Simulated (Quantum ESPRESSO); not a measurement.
## LaCrAsO: two couplings from three orders, and a test

Can a spin model with two couplings foretell the energy of a further order of LaCrAsO?

Main program and level: Quantum ESPRESSO 7.5; PBEsol; plane waves with GBRV 1.5 PBEsol potentials, no spin-orbit coupling.

## (1) The structure

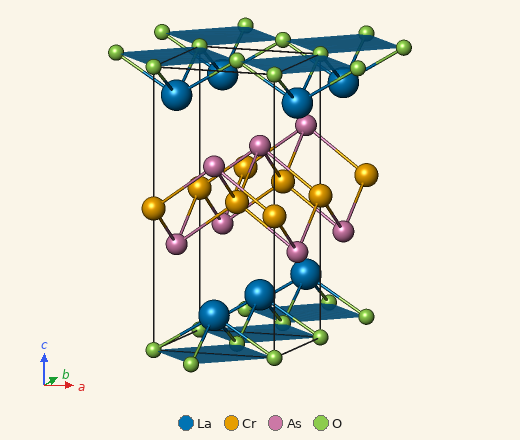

The cell as given, slightly off an axis (lanthanum blue, chromium orange, arsenic pink, oxygen green). 1×2×1 cells are drawn. Some periodic images of atoms are drawn too.

The cell comes from the Crystallography Open Database.

## (2) The parallel order

All energies count from this run.

Input file pw.in:

```
&CONTROL
  calculation = 'scf'
  prefix = 'pwscf'
  outdir = './tmp'
  pseudo_dir = './pseudo'
  disk_io = 'nowf'
/
&SYSTEM
  ibrav = 0
  celldm(1) = 8
  nat = 8
  ntyp = 4
  ecutwfc = 40
  ecutrho = 280
  nbnd = 51
  occupations = 'smearing'
  smearing = 'fd'
  degauss = 0.00734986
  nspin = 2
  starting_magnetization(1) = 0
  starting_magnetization(2) = 0.1786
  starting_magnetization(3) = 0
  starting_magnetization(4) = 0
/
&ELECTRONS
  conv_thr = 1.6d-08
  electron_maxstep = 150
  mixing_beta = 0.3
/
ATOMIC_SPECIES
La    138.9055 la_pbesol_v1.uspp.F.UPF
Cr     51.9961 cr_pbesol_v1.5.uspp.F.UPF
As     74.9216 as_pbesol_v1.uspp.F.UPF
O      15.9990 o_pbesol_v1.2.uspp.F.UPF
CELL_PARAMETERS alat
   0.9545951518547    0.0000000000000    0.0000000000000
   0.0000000000000    0.9545951518547    0.0000000000000
   0.0000000000000    0.0000000000000    2.1227057342156
ATOMIC_POSITIONS crystal
La      0.5000000000    0.0000000000    0.1365000000
La      0.0000000000    0.5000000000    0.8635000000
Cr      0.0000000000    0.0000000000    0.5000000000
Cr      0.5000000000    0.5000000000    0.5000000000
As      0.5000000000    0.0000000000    0.6625000000
As      0.0000000000    0.5000000000    0.3375000000
O       0.0000000000    0.0000000000    0.0000000000
O       0.5000000000    0.5000000000    0.0000000000
K_POINTS automatic
8 8 4 0 0 0
```

Command:

```bash
OMP_NUM_THREADS=1 mpirun -n 4 pw.x -nk 4 -in pw.in > pw.out
```

Log:

```text
Program PWSCF v.7.5 starts
     [... lines left out ...]
     number of atoms/cell      =            8
     [... lines left out ...]
     number of electrons       =        72.00
     number of Kohn-Sham states=           51
     kinetic-energy cutoff     =      40.0000  Ry
     charge density cutoff     =     280.0000  Ry
     scf convergence threshold =      1.6E-08
     [... lines left out ...]
     16 Sym. Ops., with inversion, found ( 8 have fractional translation)
     [... lines left out ...]
     number of k points=    45  Fermi-Dirac smearing, width (Ry)=  0.0073
     [... lines left out ...]
     iteration # 30     ecut=    40.00 Ry     beta= 0.30
     [... lines left out ...]
     Magnetic moment per site  (integrated on atomic sphere of radius R)
     atom   1 (R=0.230)  charge=  6.1663  magn= -0.0039
     atom   2 (R=0.230)  charge=  6.1663  magn= -0.0039
     atom   3 (R=0.243)  charge= 12.1234  magn=  2.1644
     atom   4 (R=0.243)  charge= 12.1234  magn=  2.1644
     atom   5 (R=0.243)  charge=  2.8625  magn= -0.0808
     atom   6 (R=0.243)  charge=  2.8625  magn= -0.0808
     atom   7 (R=0.230)  charge=  6.2580  magn=  0.0002
     atom   8 (R=0.230)  charge=  6.2580  magn=  0.0002
     [... lines left out ...]
     the Fermi energy is    11.5424 ev
!    total energy              =    -700.32121847 Ry
     estimated scf accuracy    <       0.00000001 Ry
     smearing contrib. (-TS)   =      -0.00939283 Ry
     [... lines left out ...]
     total magnetization       =     4.64 Bohr mag/cell
     absolute magnetization    =     5.23 Bohr mag/cell
     convergence has been achieved in  30 iterations
   JOB DONE.
```

The job ended after 11 min (4 MPI ranks of Intel Xeon at 2.50GHz (Skylake/Cascade Lake), shared host; peak memory 1.6 GiB; 44 min of CPU time).

Spin moment in the atom's sphere by atom:

```
atom  spin moment in the atom's sphere (μB)
 La1                                   0.00
 La2                                   0.00
 Cr3                                   2.16
 Cr4                                   2.16
 As5                                  -0.08
 As6                                  -0.08
  O7                                   0.00
  O8                                   0.00
```

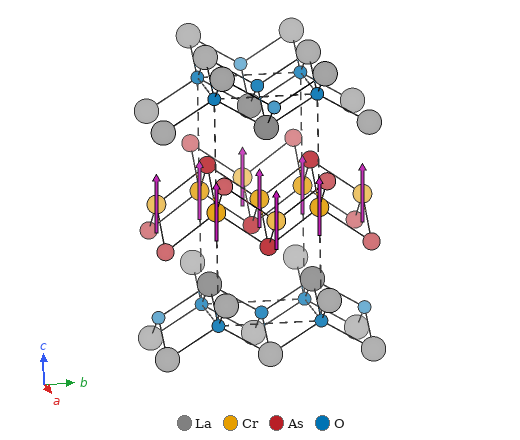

Spin moment in the atom's sphere as arrows, the longest 2.16 μB. Up and down stand for the sign. Arrows give size and sign along the axis of quantisation, drawn up and down the page. Some periodic images of atoms are drawn too.

Numbers from this step:

```
smearing term TS       : 0.1278 eV
magnetization          : 4.636 μB
absolute magnetization : 5.231 μB
final state            : ferromagnetic
```

## (3) The orders used for the fit

The other orders were run with the same settings, on meshes that hold the same points. Free energies are divided by the number of Cr atoms; q is in fractions of the reciprocal vectors of the first run's cell.

```
              order  atoms   mesh  free energy (eV)   eV per Cr  largest moment (μB)
               F ++      8  8×8×4        -9528.3556  -4764.1778                 2.16
              AF +-      8  8×8×4        -9528.6112  -4764.3056                 2.42
AF q=(0,1/2,0) +-+-     16  8×4×4       -19056.6680  -4764.1670                 2.36
```

## (4) Counting neighbours

With E = −Σ J e_i·e_j over ordered pairs of unit vectors, turning a neighbour from parallel to opposed costs 2J a Cr atom. So an order lies 2 Σ n J over the parallel one, n being the opposed neighbours in each shell.

```
shell  distance (Å)  neighbours  opposed in AF +-  opposed in AF q=(0,1/2,0) +-+-  opposed in AF q=(1/2,1/2,0) +-+-
   J1          2.86           4                 4                               2                                 2
   J2          4.04           4                 0                               2                                 4
   J3          5.72           4                 0                               4                                 0
```

Only J1 and J2 are kept.

## (5) Solving

```
2 × 4 × J1 = -127.8 meV    (AF +-)
2 × 2 × J1 + 2 × 2 × J2 = +10.8 meV    (AF q=(0,1/2,0) +-+-)
J1 = -15.98 meV
J2 = +18.68 meV
```

## (6) The test

The couplings now give the orders that were left out:

```
2 × 2 × (-15.98) + 2 × 4 × (+18.68) = +85.5 meV    (AF q=(1/2,1/2,0) +-+-)
```

The runs themselves:

```
                order  atoms   mesh  free energy (eV)   eV per Cr  largest moment (μB)  over the parallel order (meV)  foretold (meV)
AF q=(1/2,1/2,0) +-+-     16  4×8×4       -19056.4809  -4764.1202                 2.34                          +57.6           +85.5
```

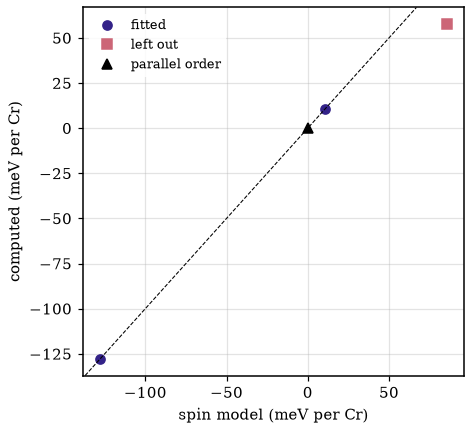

Computed energies of the orders against the model; the dashed line marks agreement.

## (7) Outcome

| Property | Result |
| --- | --- |
| J1 (Cr–Cr at 2.86 Å) | -16.0 meV |
| J2 (Cr–Cr at 4.04 Å) | 18.7 meV |
| largest miss on the orders left out | 28 meV |

What this shows: The model misses the order left out by 28 meV, 22 % of the largest energy difference, so it holds only roughly. The largest moment changes by 11 % between the orders. Shells that were dropped are folded into the couplings or show in the miss. Energies are free energies at an electronic temperature of 1160 K, which lowers moments and differences where the moments are itinerant. No Hubbard term acts here. In such compounds local and semilocal functionals without one often delocalise the d electrons, and can shrink or lose moments and miss the size, sign and order of the couplings. The smearing term is large for its width, so states at the Fermi level are partly filled: at this level the cell is a metal or has a gap of a few widths at most.

[Logs and program files are shortened in this print: banners, set-up blocks, solver, clock and traceback lines can be left out without a mark of their own.]

[Logs are printed without paths, hosts, clocks, repeated set-up lines and the standing remarks that a program may print on its own settings, such as how far it seeks lower states.]

[Hosts, paths, dates, database ids (printed as entryN), source tags and the programs' standing remarks are cut or masked in the printed files.]

[Where a cell is said to come from a database of computed structures, the database is the Materials Project.]
